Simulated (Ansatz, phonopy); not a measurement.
# Grüneisen parameters and expansion of Be2Al (hypothetical, Fm-3m), part 4 of 4

Which modes of Be2Al (hypothetical) drive its thermal expansion? The crystal structure is hypothetical: it was made by swapping elements on a known structure type.

Ansatz 0.2.0; DFT PBEsol, scalar-relativistic, plane waves, PAW.

So far. Step 13 (A cell at another volume, V/V0 0.97): The run ends at a pressure of 2.50 GPa. Step 14 (Phonons, V/V0 0.97): The lowest solved frequency is -204 cm⁻¹, so the cell is unstable here and gives no valid free energy. The highest zone-centre mode (no LO–TO term) moved by +4.1 % for a volume change of -3.0 %.

**15. A cell at another volume, V/V0 1.05**

Symmetry fixes every atom, so a single point at the scaled cell gives the energy and pressure of this member.

The cell differs from the one that the last finished run ended in (a 3.815 → 3.917 Å, b 3.815 → 3.917 Å, c 3.815 → 3.917 Å).

input.yaml

```yaml
crystal:
  lattice:
    - [0.0, 2.7698345667, 2.7698345667]
    - [2.7698345667, 0.0, 2.7698345667]
    - [2.7698345667, 2.7698345667, 0.0]
  atoms:
    - { symbol: Be, position: [0.25, 0.25, 0.25] }
    - { symbol: Be, position: [0.75, 0.75, 0.75] }
    - { symbol: Al, position: [0.0, 0.0, 0.0] }
kpoints:
  mp_grid: { grid: [16, 16, 16] }
hamiltonian:
  xc: pbesol
scf:
  occupations: { method: methfessel_paxton, width: 0.15 }
output:
  forces: true
  stress: true
  eigenvalues: true
```

Run with:

```bash
ansatz run input.yaml --threads 4 --pin off --max-ram 8192MiB --backend cpu --events-out ev --progress --plain --runs-dir out
```

Numbers of over 12 decimals in the logs are rounded to 6 here.

Output:

```text
[...]
Crystal: 3 atoms, lattice volume = 42.500 Å³
Basis set: ecut = 420 eV, 869 PW (Γ), exchange–correlation on 54×54×54 points (8 copies of the dense FFT grid, shifted against one another)
Bands: 8, of which v1, the nominal top of the filled ones, is band 4 counted from 1 (3 counted from 0)
Symmetry: 48 space group operations
[...]
k-points: 145 of 4096
[...]
Internal energy: -703.432495 eV  (E = F + TS)
E sigma→0 (E₀):  -703.431927 eV
Entropy (-TS):   0.000757 eV (0.252 meV/atom)
Fermi energy:    4.721129 eV
[...]
--- Stress (GPa, compression-positive) ---
       -3.483456       0.000000      -0.000000
        0.000000      -3.483456       0.000000
       -0.000000       0.000000      -3.483456
  P = ⅓ Tr σ = -3.4835 GPa (-34.835 kbar)
--- Band table (eV; the first three rows and the last of 145) ---
[...]
[key lines of the parts left out:]
SCF converged after 5 iterations
Free energy (F): -703.431738 eV
```

Run time: 0.72 s. Hardware: 4 threads of AMD EPYC 7R43, shared host; peak memory 0.41 GiB.

The run ends at a pressure of -3.48 GPa.

**16. Phonons, V/V0 1.05**

The same q-mesh and k-mesh are kept at every volume, so that much of their error can cancel in the differences.

input.yaml, the sections that differ from step 15:

```yaml
output:
  eigenvalues: true
phonons:
  method: dfpt
  qmesh: [4, 4, 4]
  temperatures: { t_max: 1000, t_step: 50 }
  qpath:
    path:
      - [[0.0, 0.0, 0.0], [0.5, 0.0, 0.5], [0.625, 0.25, 0.625]]
      - [[0.375, 0.375, 0.75], [0.0, 0.0, 0.0], [0.5, 0.5, 0.5], [0.5, 0.25, 0.75], [0.5, 0.0, 0.5]]
    npoints: 10
# crystal, kpoints, hamiltonian, scf: as in step 15
```

Output:

```text
[...]
Crystal: 3 atoms, lattice volume = 42.500 Å³
Basis set: ecut = 420 eV, 869 PW (Γ), exchange–correlation on 54×54×54 points (8 copies of the dense FFT grid, shifted against one another)
Bands: 8, of which v1, the nominal top of the filled ones, is band 4 counted from 1 (3 counted from 0)
Symmetry: 48 space group operations
k-points: 145 of 4096
[...]
Fermi energy:    4.721130 eV
[...]
--- Band table (eV; the first three rows and the last of 145) ---
[...]
ASR residual: 2.440e-5 → 0.000e0 eV/Å²; symmetrization residual: 5.672e-8 eV/Å²
  ASR residual per site (eV/Å²): 2.44e-5 2.44e-5 3.99e-6
  Γ frequencies (cm⁻¹): 0.00 0.00 0.00 229.25 229.25 229.25 448.48 448.48 448.48
--- Phonons (arbitrary-q DFPT): 8 irreducible q on the 4×4×4 mesh ---
[...]
interpolated dispersion: 62 rows × 9 modes
[...]
[key lines of the parts left out:]
SCF converged after 6 iterations
Free energy (F): -703.431738 eV
```

Elapsed: 2.7 min, on 4 threads; peak memory 3.1 GiB; 10 min of CPU time.

The lowest solved frequency is -188 cm⁻¹, so the cell is unstable here and gives no valid free energy. The highest zone-centre mode (no LO–TO term) moved by -6.5 % for a volume change of +5.0 %.

**17. How the modes move with volume**

This step: DFT PBEsol, scalar-relativistic, plane waves, PAW (phonopy 4.10.0).

Volume series, by row:

```
 V/V0  V (Å³/atom)  pressure (GPa)  E - E0 (meV/atom)  gap (eV)  zero-point energy (meV/atom)  lowest on the path (cm⁻¹)  highest at Gamma without the LO-TO term (cm⁻¹)
 0.97        13.09           2.495              3.071         0                             -                     -203.9                                           499.5
0.985        13.29           1.202              0.744         0                             -                     -200.8                                           489.5
    1        13.49          -0.006                  0         0                             -                     -197.7                                           479.7
1.015        13.69          -1.134              0.729         0                             -                     -194.8                                           470.1
 1.03         13.9          -2.187              2.838         0                             -                       -192                                           460.7
 1.05        14.17          -3.483              7.636         0                             -                     -188.5                                           448.5
```

The optical frequency at Gamma without the LO-TO term by V/V0:

```
  V/V0  mode 4 (cm⁻¹)  mode 7 (cm⁻¹)
0.9700            291            499
0.9850            279            489
1.0000            268            480
1.0150            256            470
1.0300            245            461
1.0500            229            448
```

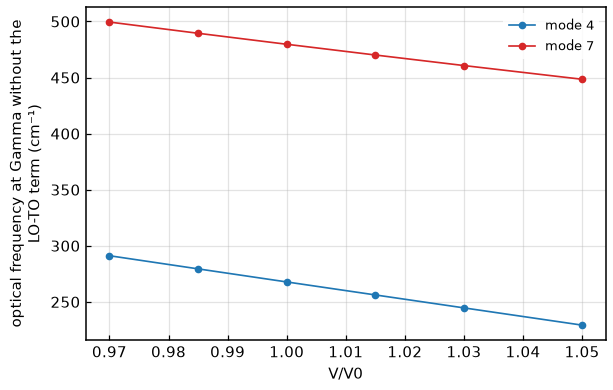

Optical frequency at Gamma without the LO-TO term against V/V0.

**18. Results**

```json
{"lowest frequency over the volumes": "-204 cm⁻¹"}
```

Imaginary modes appear at V/V0 = 0.97, 0.985, 1, 1.015, 1.03 and 1.05, so too few stable volumes remain for a free-energy fit. Mode Grüneisen parameters diverge near a vanishing branch and are not given. The softest solved mode at V/V0 = 0.97 is 204i cm⁻¹ at q = (0.25, -0.5, -0.25), and 7 of 8 solved wavevectors carry a mode beyond 8i cm⁻¹. In a metal soft modes also hang on the k-mesh and the smearing, which were not converged here. The program warned that a few bands missed the eigensolver's threshold in at least one of the runs. The PAW files were made for PBE and are used here under another functional, for which the program regenerates the frozen cores.

[Logs are printed without paths, hosts, clocks, repeated set-up lines and the standing remarks that a program may print on its own settings, such as how far it seeks lower states.]

[Hosts, paths, dates, database ids (printed as entryN), source tags and the programs' standing remarks are cut or masked in the printed files.]

[A step with changed settings may run another functional than the one named; its input shows which.]

[Of the runs on displaced cells, only some may be shown.]
